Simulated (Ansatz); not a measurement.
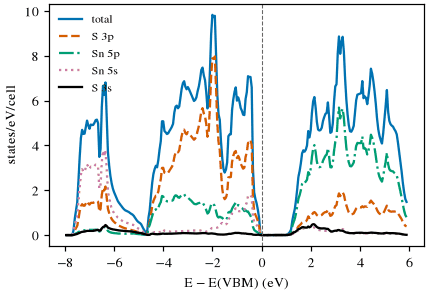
Fig. 1. Total and projected density of states of SnS in space group Pnma (No. 62; Sn on 4c, S on 4c), PBE in the plane-wave PAW code Ansatz

Question: Which orbitals carry the states next to the gap?

Answer: Top 1 eV of the valence band: S 3p 58 %, Sn 5s 23 %, Sn 5p 17 %. Bottom 1 eV of the conduction band: Sn 5p 62 %, S 3p 16 %, S 3s 10 %, Sn 5s 8 %. Projections are on Löwdin-orthogonalised atomic valence shells; empty p or d shells of many metals are not among them.

Question: Where is the tallest occupied peak in this window, and what makes it?

Answer: Near -2.0 eV, about 9.8 states/eV per cell; the largest projected share is S 3p.

Symmetry was held in the PBE relaxation. A crystal of weakly bound layers computed without a dispersion correction: the cell and the soft elastic constants depend strongly on that. Spin–orbit coupling is left out wherever it is not named.

Potentials: the later of the program's two PAW sets.
